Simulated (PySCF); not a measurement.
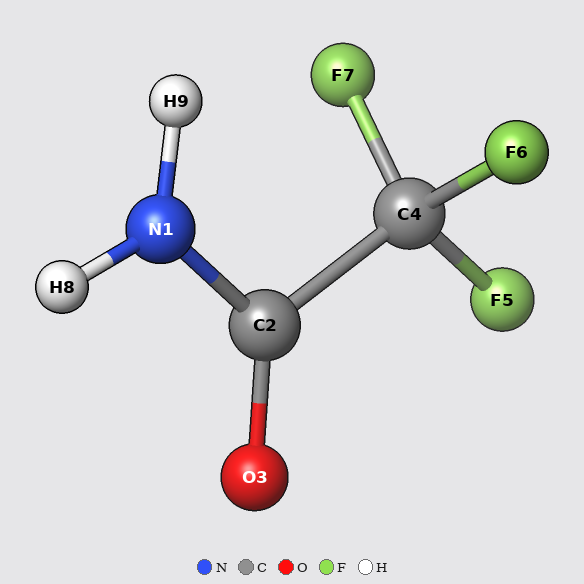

Computed geometry: GFN2-xTB optimisation. No frequency run is at hand to confirm it as a minimum. Method: delta-SCF UKS SCAN, pcX-2 on the ionised atom, pcseg-1 elsewhere, spin-free X2C (PySCF 2.14.0).

Give the core-electron binding energies (to vacuum) of N1 1s, C2 1s, O3 1s, C4 1s, F5 1s.

```
atom  level  binding energy (eV)
  N1     1s                407.2
  C2     1s                295.2
  O3     1s                538.3
  C4     1s                298.7
  F5     1s                694.5
```
